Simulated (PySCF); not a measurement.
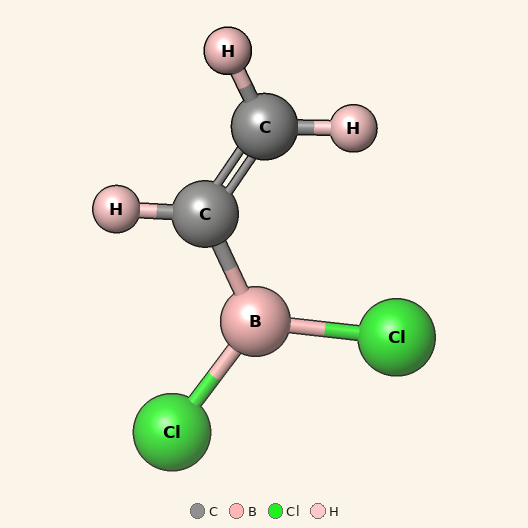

Orthographic view. Depth is shown by fading: the farther an atom, the more it takes the colour of the background. Computed geometry: PBE0-D3(BJ)/def2-SVP optimisation. No frequency run is at hand to confirm it as a minimum.

> Give the standard InChI.

InChI=1S/C2H3BCl2/c1-2-3(4)5/h2H,1H2
